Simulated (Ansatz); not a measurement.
```xyz
12

C    -1.1335    1.8967   -0.4396
B    -0.1569    0.8972   -1.0515
S     1.6961    1.0921   -0.7508
Si    2.0335    1.2427    1.4929
H    -0.7393    2.7003    0.1894
H    -1.7082    2.3472   -1.2668
H    -1.8979    1.3357    0.1236
H    -0.4124   -0.0084   -1.7824
H     2.1716   -0.1437   -1.0431
H     1.6303    2.6440    1.7350
H     1.1483    0.2185    2.0915
H     3.4827    0.9606    1.5753
```

Geometry: PBE0-D3(BJ)/pcseg-1.

Computed with Ansatz 0.2.0, isolated molecule in a Gaussian basis; Kohn-Sham density functional theory, functional PBE0.

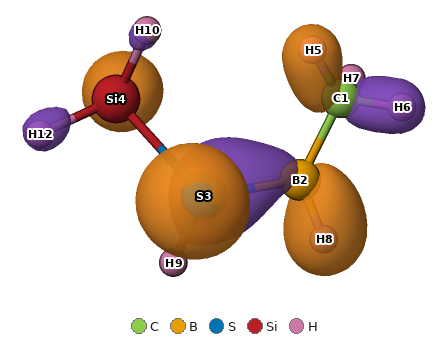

CH₈BSSi (SMILES CB[SH+][SiH3]) (charge +1). The HOMO at ±0.15 Å⁻³ᐟ² (orange and purple are the two phases), seen across its widest extent.

**What is the character of this orbital?**

Its weight (Hirshfeld) is mainly on S3 (about 40 %), B2 (about 15 %), H8 (about 10 %), Si4 (about 10 %), H11 (about 10 %) and C1 (about 10 %). Its energy is −14.23 eV.
